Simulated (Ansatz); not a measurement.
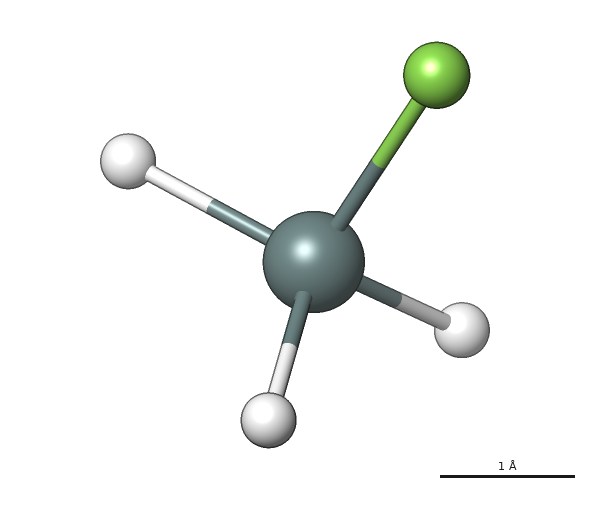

The picture shows a molecular structure as a ball-and-stick model. Colours: tin teal, hydrogen white, fluorine green.

The geometry was computed by an optimisation with PBE0-D4/def2-TZVP.

Description:

It has 5 atoms: 1 fluorine, 3 hydrogen and 1 tin (FH₃Sn). This geometry has C3v symmetry. Coordination: 1 Sn tetrahedral.

The parts below concern this one geometry. Atoms keep their numbers from picture to picture.

### Geometry

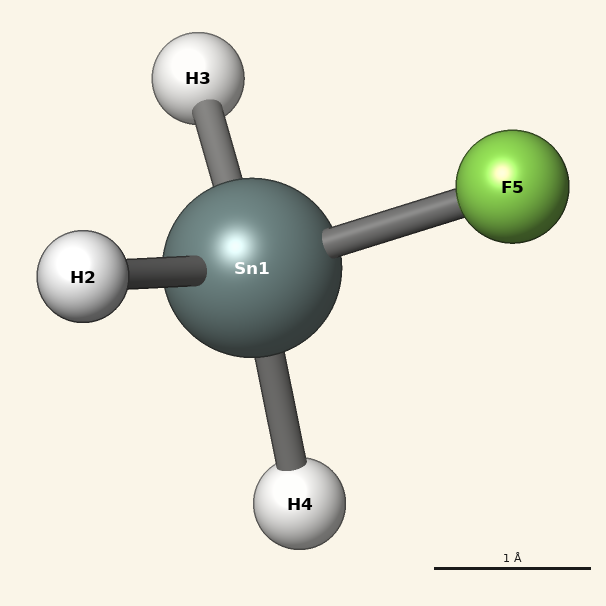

Numbered structure.

Which atoms are bonded, and how long are the bonds?

| bond | length (Å) |
| --- | --- |
| Sn1–H2 | 1.701 |
| Sn1–H3 | 1.701 |
| Sn1–H4 | 1.701 |
| Sn1–F5 | 1.926 |

### Dipole moment

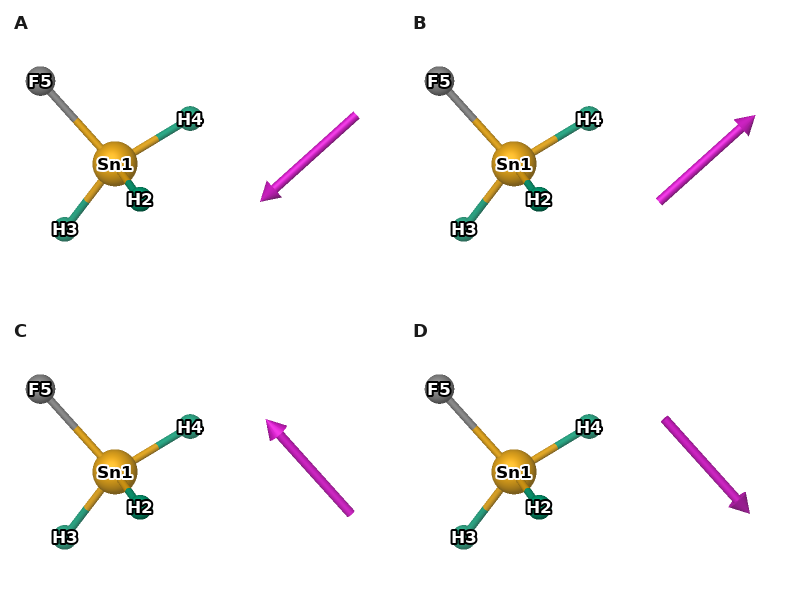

The same molecule four times, each with an arrow. Method: RKS PBE0-D4/def2-TZVP, core potentials on Sn (Ansatz 0.2.0).

Which arrow points along the dipole moment, from the negative to the positive end?

Answer. D. The dipole moment is 2.73 D; it points from the side of F5 to the side of H2, H3, H4 (the outermost atoms at the two ends).

### Charges

The questions are on Mulliken charges. Properties computed with RKS PBE0-D4/def2-TZVP, core potentials on Sn (Ansatz 0.2.0).

Give the Mulliken charges atom by atom.

| atom | value (e) |
| --- | --- |
| Sn1 | 0.64 |
| H2 | −0.05 |
| H3 | −0.05 |
| H4 | −0.05 |
| F5 | −0.50 |

### Thermal motion

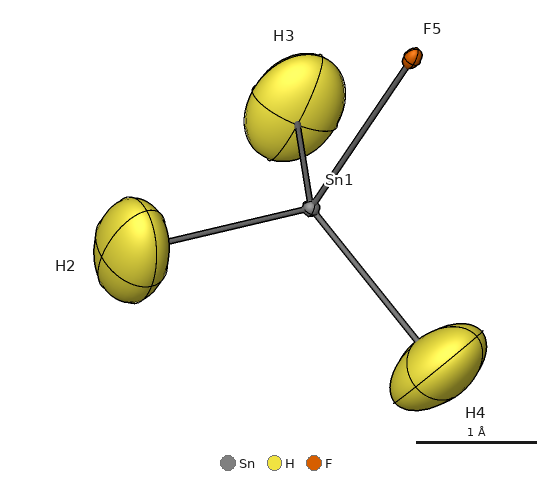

Displacement ellipsoids at the 50 % level, enlarged 2 times, from the internal vibrations of the free molecule (harmonic, no overall translation or rotation; no half-axis is drawn under 0.075 Å). Vibrations computed with RKS PBE0-D4/def2-TZVP, core potentials on Sn (Ansatz 0.2.0). Temperature: 200 K.

Give the displacement parameters, one line for each set of equivalent atoms.

```csv
atom,U_eq (Å²),rms amplitudes (Å)
Sn1,0.00002,"0.003, 0.003, 0.006"
"H2, H3, H4",0.0178,"0.092, 0.127, 0.170"
F5,0.00050,"0.011, 0.011, 0.036"
```

Mulliken values depend strongly on the basis set and can even reverse the polarity of a bond.
